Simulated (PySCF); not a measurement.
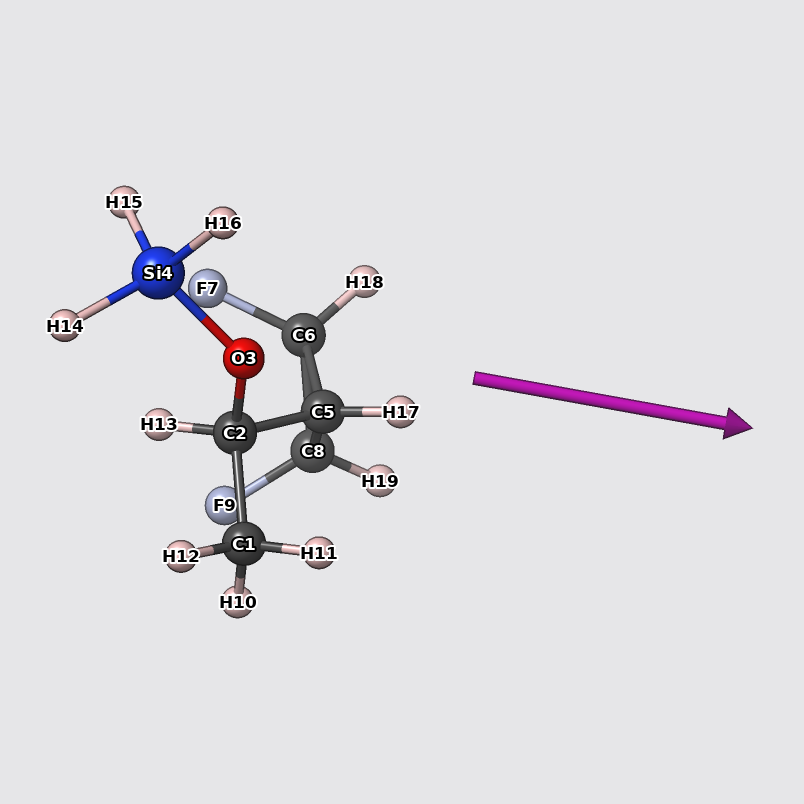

The arrow beside the molecule shows the direction of the dipole moment, from the negative to the positive end (its length means nothing). Computed geometry: GFN2-xTB optimisation. No frequency run is at hand to confirm it as a minimum. Method: PBE0/pcSseg-1, gas phase (PySCF 2.14.0).

Q: How large is the dipole moment?

A: 1.83 D; it points from the side of H14 to the side of H17, H19 (the outermost atoms at the two ends).

The geometry is semi-empirical. Around Si such bond lengths and angles can be off by a tenth of an ångström or more and by several degrees, and values that hang on the shape move with them.
